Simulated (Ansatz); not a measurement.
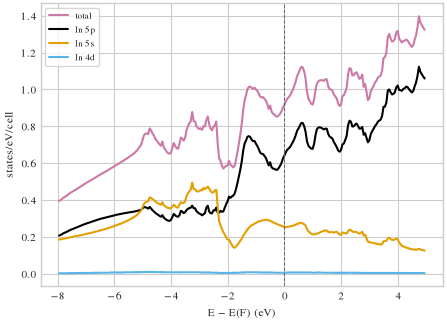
Figure: Total and projected density of states of In (hcp (Mg type), P6_3/mmc), plane-wave PAW PBEsol (Ansatz code)

### Question
Which orbitals carry the states next to the Fermi level?

### Answer
Within 0.5 eV of the Fermi level: In 5p 69 %, In 5s 28 %. Projections are on Löwdin-orthogonalised atomic valence shells; empty p or d shells of many metals are not among them.

### Question
Where is the tallest occupied peak in this window, and what makes it?

### Answer
Near -1.2 eV, about 1.0 states/eV per cell; the largest projected share is In 5p.

The first step of the workflow began from a Materials Project structure, measured or hypothetical; the Crystallography Open Database copy checked does not list it. It is not the phase usual at ambient conditions (space group No. 139). The cell was relaxed with PBEsol under the symmetry of its start; whether a distortion lowers the energy is not shown. Spin–orbit coupling is left out wherever it is not named.

Potentials: the later of the program's two PAW sets.
